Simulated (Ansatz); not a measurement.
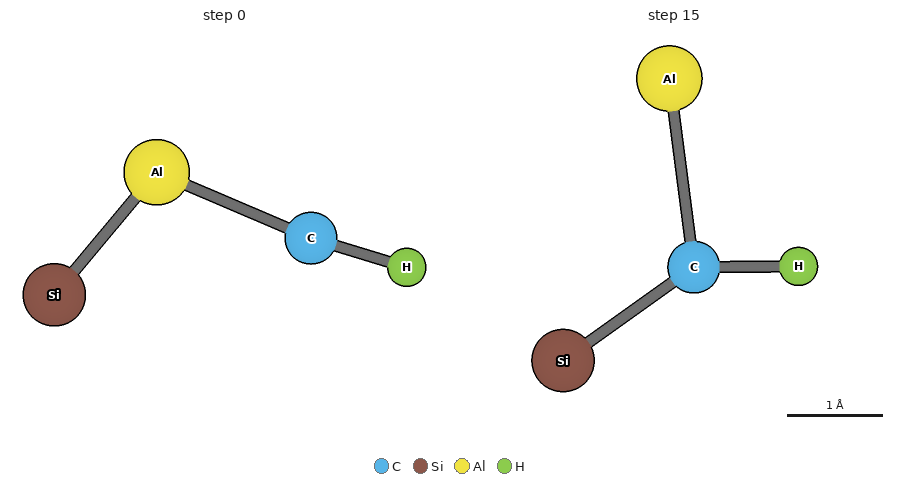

The structure of CHAlSi before (left) and after (right) a relaxation, at one scale.

The picture is a ball-and-stick view, seen face on.

It is one of the separated reactants of a reaction.

Theory: RKS PBE-D4/def2-SVP in Ansatz 0.2.0.

The input:
```yaml
crystal:
  periodic: [false, false, false]
  atoms:
    - {symbol: C, position_ang: [-0.259196, 0.219887, -0.631628]}
    - {symbol: Si, position_ang: [0.741677, -0.868676, 1.726153]}
    - {symbol: Al, position_ang: [0.297250, 0.598364, 1.012938]}
    - {symbol: H, position_ang: [-0.609733, 0.105771, -1.625460]}
basis:
  gaussian: {orbitals: def2-SVP}
hamiltonian: {xc: pbe, dispersion: d4}
relax: {f_tol: 0.03, max_steps: 250}
```

Run as
```bash
ansatz run in.yaml --threads 2 --pin off --events-out ev --progress --plain --max-ram 4352MiB
```

> Summarise the run.

Al3 moves most after the best rigid fit: 1.20 Å. By element the largest moves are Al 1.20 Å, Si 0.94 Å, C 0.77 Å, H 0.61 Å. Among the contacts that change: Si2–Al3 1.691 → 3.191 Å, C1–Si2 2.783 → 1.701 Å, C1–Al3 1.777 → 2.014 Å, C1–H4 1.060 → 1.109 Å. New bonds form, among them: C1–Si2 (2.78 → 1.70 Å). Bonds break, among them: Si2–Al3 (1.69 → 3.19 Å). Among the angles between lasting bonds that change: Al3–C1–H4 173.8° → 97.0°. After 15 geometry steps the energy has fallen by 7.982 eV. The largest force component goes from 20 to 0.03 eV/Å. Cost: 15 s on 2 threads of Arm Neoverse V1, on a shared host.
